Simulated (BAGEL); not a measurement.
# C2H2F (SMILES C=[C]F) at UHF/6-31G(d) (density fitting with qzvpp-jkfit, spherical functions)

What is the vertical ionisation energy of C2H2F at UHF/6-31G* (density fitting with qzvpp-jkfit, spherical functions)? 

Program for the calculation: BAGEL 1.2.2.

## 1. The structure to begin with

The species is C2H2F (5 atoms), meant as a doublet with charge 0. SMILES: `C=[C]F`. The shape is that of a PBE0-D4/def2-TZVP optimisation.

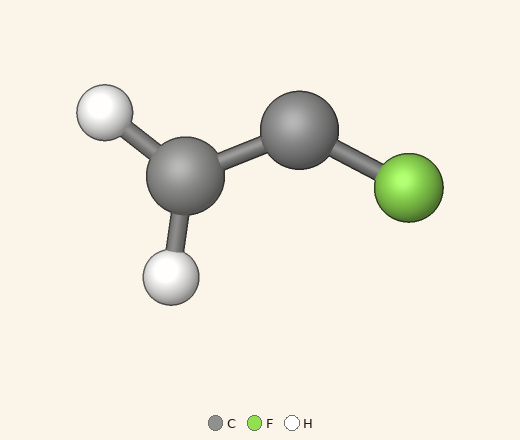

The structure, seen from a chosen angle (carbon grey, fluorine green, hydrogen white).

## 2. A single-point energy at UHF/6-31G(d) (density fitting with qzvpp-jkfit, spherical functions)

input.json

```json
{ "bagel" : [

{
  "title" : "molecule",
  "basis" : "6-31gs.json",
  "df_basis" : "qzvpp-jkfit",
  "angstrom" : "true",
  "geometry" : [
    { "atom" : "C", "xyz" : [       0.488200,      -0.200400,       0.008400 ] },
    { "atom" : "C", "xyz" : [      -0.592700,       0.393700,       0.447100 ] },
    { "atom" : "F", "xyz" : [      -1.725600,       0.629500,      -0.148900 ] },
    { "atom" : "H", "xyz" : [       0.534700,      -0.590400,      -1.005400 ] },
    { "atom" : "H", "xyz" : [       1.345200,      -0.306200,       0.657500 ] }
  ]
},

{ "title" : "uhf", "nopen" : 1 },

{ "title" : "print", "file" : "orbitals.molden", "orbitals" : "true" }

]}
```

The basis set 6-31G* is read from a file made from the Basis Set Exchange's data (not shown).

Run with:

```sh
$ BAGEL_NUM_THREADS=1 BAGEL input.json > input.out
```

The program printed:

```text
* using 1 threads per process

  ===============================================================
  ===============================================================

  *** Geometry ***

  { "atom" : "C", "xyz" : [      0.922564,     -0.378701,      0.015874 ] },
  { "atom" : "C", "xyz" : [     -1.120041,      0.743985,      0.844897 ] },
  { "atom" : "F", "xyz" : [     -3.260911,      1.189583,     -0.281380 ] },
  { "atom" : "H", "xyz" : [      1.010437,     -1.115694,     -1.899931 ] },
  { "atom" : "H", "xyz" : [      2.542060,     -0.578634,      1.242495 ] },

  Number of auxiliary basis functions:      263

  Since a DF basis is specified, we compute 2- and 3-index integrals:
    o Being stored without compression. Storage requirement is 0.004 GB

  Number of basis functions:       46
  Number of electrons      :       23

    * METHOD: MOLECULE                             0.17

  *** Open-shell HF ***

  === Nuclear Repulsion ===
    60.9611397391

      * DIIS with orbital gradients will be used.

  === UHF iteration (6-31gs.json) ===
      0       -176.11838135          0.04635765           0.05
      1       -176.20114637          0.02640257           0.05
      2       -176.22087615          0.01537466           0.05
      3       -176.23008559          0.00251265           0.05
      4       -176.23171580          0.00091596           0.05
      5       -176.23232100          0.00042676           0.05
      6       -176.23304779          0.00022819           0.05
      7       -176.23369629          0.00016265           0.05
      8       -176.23413765          0.00014708           0.05
      9       -176.23487980          0.00013822           0.05
     10       -176.23522532          0.00012534           0.04
     11       -176.23543190          0.00004750           0.04
     12       -176.23547183          0.00003749           0.04
     13       -176.23548181          0.00002440           0.06
     14       -176.23548323          0.00000555           0.04
     15       -176.23548343          0.00000122           0.06
     16       -176.23548348          0.00000069           0.04
     17       -176.23548349          0.00000025           0.06
     18       -176.23548349          0.00000017           0.04
     19       -176.23548349          0.00000011           0.06
     20       -176.23548349          0.00000004           0.05
     21       -176.23548349          0.00000001           0.05
     22       -176.23548349          0.00000001           0.05
    * SCF iteration converged.

    * S^2 (UHF) is 0.9402

    * Permanent dipole moment:
           (   -0.447851,     0.169371,    -0.027707) a.u.

    * METHOD: UHF                                  1.29

    * METHOD: PRINT                                0.02

  ===============================================================
```

It took 2.1 s on 1 thread of AMD EPYC, shared host; peak memory 0.08 GiB.

## 3. The singlet cation

job.json

```json
{ "bagel": [

{
  "title": "molecule",
  "basis": "6-31gs.json",
  "df_basis": "qzvpp-jkfit",
  "angstrom": true,
  "geometry": [
    { "atom": "C", "xyz": [       0.488200,      -0.200400,       0.008400 ] },
    { "atom": "C", "xyz": [      -0.592700,       0.393700,       0.447100 ] },
    { "atom": "F", "xyz": [      -1.725600,       0.629500,      -0.148900 ] },
    { "atom": "H", "xyz": [       0.534700,      -0.590400,      -1.005400 ] },
    { "atom": "H", "xyz": [       1.345200,      -0.306200,       0.657500 ] }
  ]
},

{ "title": "hf", "charge": 1 },

{ "title": "print", "file": "orbitals.molden", "orbitals": true }

]}
```

The basis set 6-31G* is read from a file made from the Basis Set Exchange's data (not shown).

Run with:

```sh
$ BAGEL_NUM_THREADS=1 BAGEL job.json > job.out
```

The program printed:

```text
* using 1 threads per process

  ===============================================================
  ===============================================================

  *** Geometry ***

  { "atom" : "C", "xyz" : [      0.922564,     -0.378701,      0.015874 ] },
  { "atom" : "C", "xyz" : [     -1.120041,      0.743985,      0.844897 ] },
  { "atom" : "F", "xyz" : [     -3.260911,      1.189583,     -0.281380 ] },
  { "atom" : "H", "xyz" : [      1.010437,     -1.115694,     -1.899931 ] },
  { "atom" : "H", "xyz" : [      2.542060,     -0.578634,      1.242495 ] },

  Number of auxiliary basis functions:      263

  Since a DF basis is specified, we compute 2- and 3-index integrals:
    o Being stored without compression. Storage requirement is 0.004 GB

  Number of basis functions:       46
  Number of electrons      :       23

    * METHOD: MOLECULE                             0.18

  *** RHF ***

  === Nuclear Repulsion ===
    60.9611397391

      * DIIS with orbital gradients will be used.

  === RHF iteration (6-31gs.json) ===
      0       -175.68941441          0.03139569           0.02
      1       -175.77631622          0.02415135           0.02
      2       -175.84257847          0.00348239           0.02
      3       -175.84716586          0.00140728           0.02
      4       -175.84807689          0.00073908           0.02
      5       -175.84828372          0.00020467           0.02
      6       -175.84829764          0.00006080           0.03
      7       -175.84829853          0.00001755           0.03
      8       -175.84829862          0.00000599           0.02
      9       -175.84829863          0.00000300           0.02
     10       -175.84829864          0.00000116           0.02
     11       -175.84829864          0.00000050           0.02
     12       -175.84829864          0.00000020           0.02
     13       -175.84829864          0.00000008           0.02
     14       -175.84829864          0.00000006           0.02
     15       -175.84829864          0.00000004           0.02
     16       -175.84829864          0.00000004           0.02
     17       -175.84829864          0.00000002           0.03
     18       -175.84829864          0.00000001           0.02
    * SCF iteration converged.

    * Permanent dipole moment:
           (   -1.117847,     0.281575,    -0.454846) a.u.

    * METHOD: HF                                   0.62

    * METHOD: PRINT                                0.02

  ===============================================================
```

It took 1.4 s on 1 thread of AMD EPYC, shared host; peak memory 0.08 GiB.

## 4. Summary of results

Level: UHF/6-31G* (density fitting with qzvpp-jkfit, spherical functions).

```
                                          quantity          value
                       doublet C2H2F: total energy  -176.23548 Eh
                      doublet C2H2F: dipole moment         1.22 D
                               doublet C2H2F: ⟨S²⟩          0.940
                      singlet cation: total energy  -175.84830 Eh
                       singlet cation: HOMO energy      -19.46 eV
                       singlet cation: LUMO energy       -8.45 eV
                     singlet cation: HOMO–LUMO gap       11.01 eV
vertical ionisation energy (to the singlet cation)      10.536 eV
```

What this shows: The vertical ionisation energy comes to 10.54 eV (243 kcal/mol). ⟨S²⟩ (doublet C2H2F) is 0.94 where a pure doublet has 0.75: the reference is spin-contaminated.
